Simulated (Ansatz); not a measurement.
The reference is SnO2 in the rutile structure (space group P4_2/mnm, No. 136; a = 4.828 Å, c = 3.238 Å).

Now apply this change: a negative pressure, −2 GPa.

Level of theory: Kohn–Sham DFT with the PBE functional, run in Ansatz (a program for electronic structure) with PAW and 420 eV plane waves, scalar-relativistic without spin-orbit coupling, earlier PAW set.

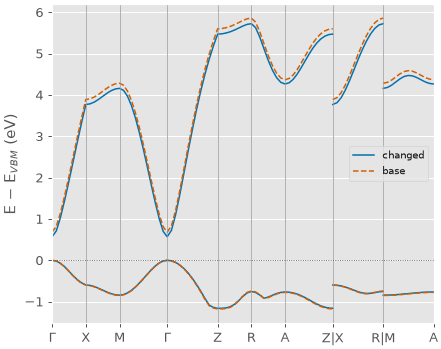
Fig. 1. Highest valence and lowest conduction band along the path, each from its own valence-band maximum

Q: From the figure, how large is the changed gap, and is it direct?

A: About 0.6 eV, direct at Γ.

Load acts through the strain it causes; cell and atoms are relaxed under it. Whether these cells are dynamically stable was not tested.
